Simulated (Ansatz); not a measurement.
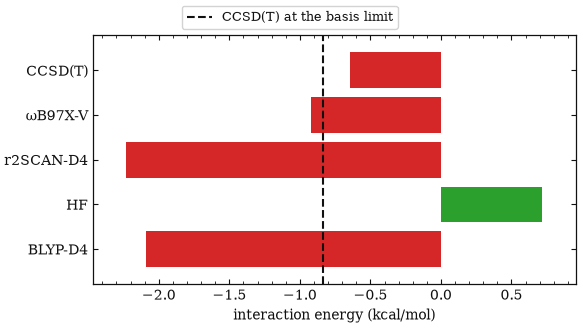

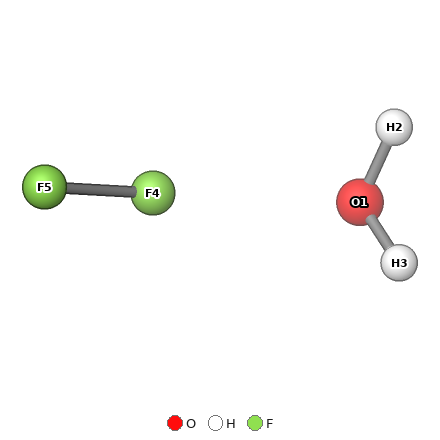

Counterpoise interaction energy of the pair H₂O and F₂ (SMILES O.FF) at one optimised PBE0-D4 geometry, drawn, with the closest contact O1···F4 2.57 Å (H···H pairs aside; other arrangements can bind more strongly; the cost of deforming the partners isn't counted), def2-TZVPPD, the Ansatz code 0.2.0; cores frozen in correlated methods. The line takes HF and MP2 limits from def2-TZVPPD and QZVPPD, and the coupled-cluster step in TZVPPD. The distance of CCSD(T) to the limit includes basis error.

Question: Which level comes closest to the line (CCSD(T) at the basis limit), and which misses most?

Answer: Closest ωB97X-V (−0.92 kcal/mol), against −0.83 kcal/mol; farthest HF (0.72 kcal/mol).

Question: What range do the values span, the line included?

Answer: From −2.23 kcal/mol (r2SCAN-D4) to 0.72 kcal/mol (HF).

Caveats, for all or some of the runs: a fragment: restricted reference unstable towards unrestricted; restricted reference unstable towards unrestricted.
